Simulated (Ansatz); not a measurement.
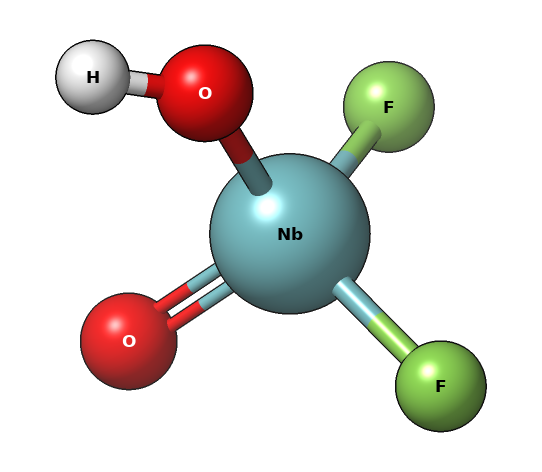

Rendered structure (ball-and-stick style). Multiple sticks mark multiple bonds (one Kekulé form).

The species is neutral and a spin singlet.

Question: What is the molecular formula?

Answer: F2HNbO2, 6 atoms: 2 fluorine, 1 hydrogen, 1 niobium and 2 oxygen.

Question: What is the point group of this geometry?

Answer: Cs.

Question: How many bonds of each kind are drawn?

Answer: 2 Nb–O, 2 F–Nb, 1 O–H.

Question: Give a SMILES string for it.

Answer: [O]=[Nb]([OH])([F])[F]

More results for the same structure follow; atom numbers are the same in all pictures, views and colours differ. Computed geometry: PBE0-D4/def2-TZVP optimisation.

**Shape**

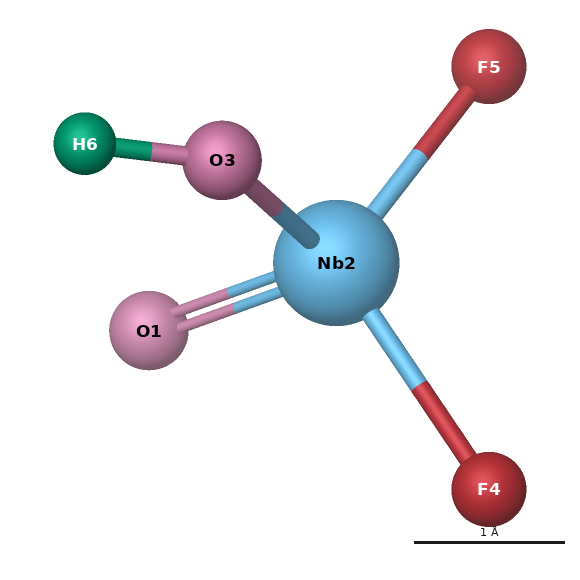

Atoms carry their numbers in the input.

Give the bond lengths.

```tsv
bond	length (Å)
O1–Nb2	1.687
Nb2–O3	1.878
Nb2–F4	1.866
Nb2–F5	1.866
O3–H6	0.959
```

**Vibrations**

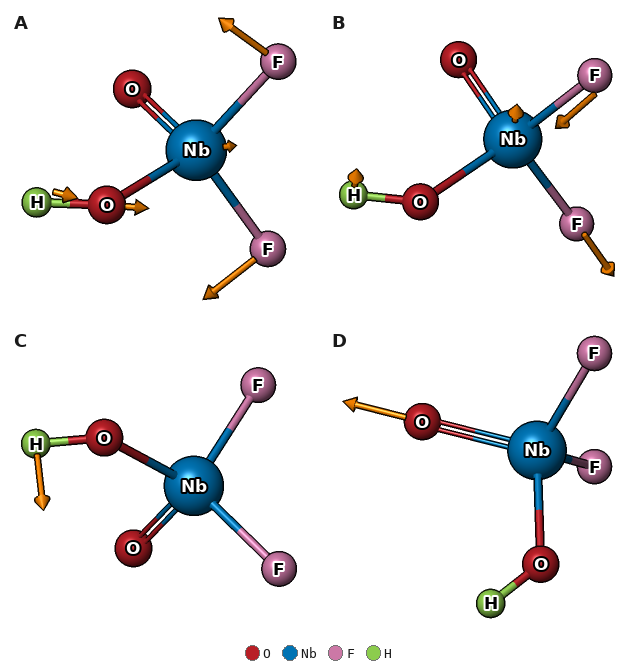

4 normal modes of one molecule or complex, as arrows. Harmonic vibrations computed with RKS PBE0-D4/def2-TZVP, core potentials on Nb (Ansatz 0.2.0) at a stationary point of the same level.

Question: Match the panels to the wavenumbers 176 cm⁻¹, 425 cm⁻¹, 711 cm⁻¹, 1060 cm⁻¹.

Answer: A: 176 cm⁻¹, F–Nb–F bending
B: 711 cm⁻¹, out-of-phase stretching of 2 Nb–F bonds
C: 425 cm⁻¹, a torsion or out-of-plane motion in which bond lengths and bond angles hardly change
D: 1060 cm⁻¹, Nb–O stretching

**Levels of theory compared**

Program: Ansatz 0.2.0.

Compare dipole (D), HOMO energy (eV), HOMO–LUMO gap (eV) at these levels: B3LYP-D4/def2-TZVPP; PBE-D4/def2-TZVPP; r2SCAN-D4/def2-TZVPP; ωB97M-V/def2-TZVPP.

```json
{"level": "B3LYP-D4/def2-TZVPP", "dipole (D)": "2.41", "HOMO energy (eV)": "−9.91", "HOMO–LUMO gap (eV)": "7.93"}
{"level": "PBE-D4/def2-TZVPP", "dipole (D)": "2.34", "HOMO energy (eV)": "−8.48", "HOMO–LUMO gap (eV)": "5.97"}
{"level": "r2SCAN-D4/def2-TZVPP", "dipole (D)": "2.39", "HOMO energy (eV)": "−8.87", "HOMO–LUMO gap (eV)": "6.45"}
{"level": "ωB97M-V/def2-TZVPP", "dipole (D)": "2.38", "HOMO energy (eV)": "−12.61", "HOMO–LUMO gap (eV)": "13.01"}
```

**Thermal motion**

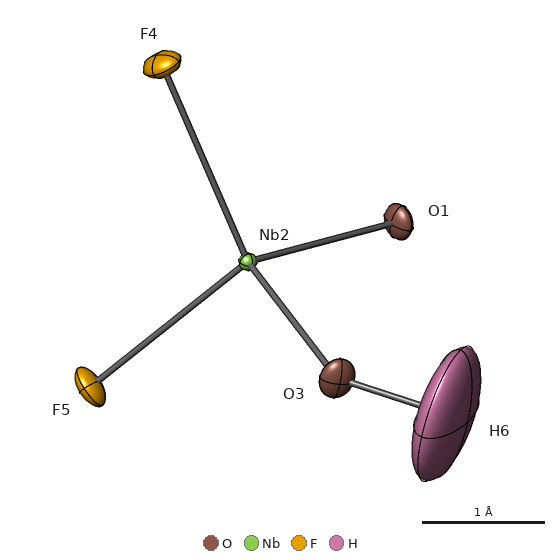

Displacement ellipsoids at the 50 % level, enlarged 1.5 times, from the internal vibrations of the free molecule (harmonic, no overall translation or rotation; no half-axis is drawn under 0.075 Å). Vibrations computed with RKS PBE0-D4/def2-TZVP, core potentials on Nb (Ansatz 0.2.0). Temperature: 298 K.

Question: Which atom has the largest mean-square displacement?

Answer: H6, with U_eq = 0.0407 Å².

Question: Does H6 move more along its bond or across it?

Answer: Across it: the root-mean-square amplitude is 0.087 Å along the bond and up to 0.260 Å across, since bending and torsion are softer than stretching.

List U_eq and the three principal root-mean-square amplitudes for each kind of atom.

| atom | U_eq (Å²) | rms amplitudes (Å) |
| --- | --- | --- |
| O1 | 0.0034 | 0.038, 0.066, 0.066 |
| Nb2 | 0.00042 | 0.019, 0.021, 0.022 |
| O3 | 0.0040 | 0.042, 0.064, 0.079 |
| F4, F5 | 0.0039 | 0.041, 0.063, 0.079 |
| H6 | 0.0407 | 0.084, 0.218, 0.260 |
